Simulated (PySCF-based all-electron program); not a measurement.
```xyz
3
charge 0, multiplicity 1
H     0.0000    0.0000   -1.0760
C     0.0000    0.0000    0.0000
N     0.0000    0.0000    0.9264
```

Geometry: a fixed input geometry, not necessarily a minimum.

What structure does this define?

The molecule is CHN. SMILES: `C#N`. Among its groups: nitrile. All atoms lie on one line. Coordination: 1 C linear.

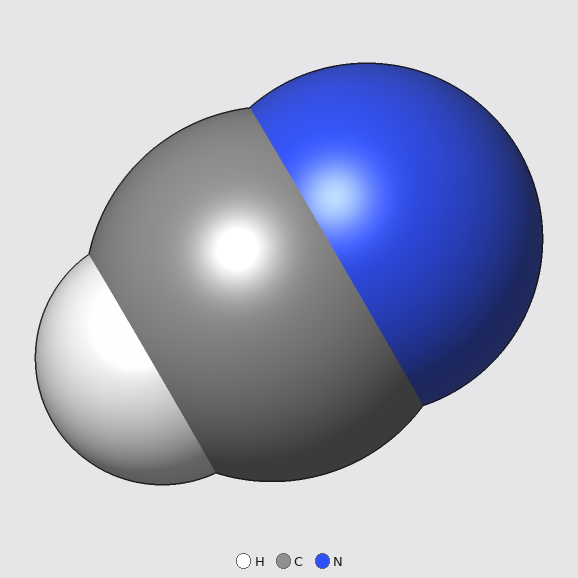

The picture comes from a calculation with PySCF-based all-electron program.
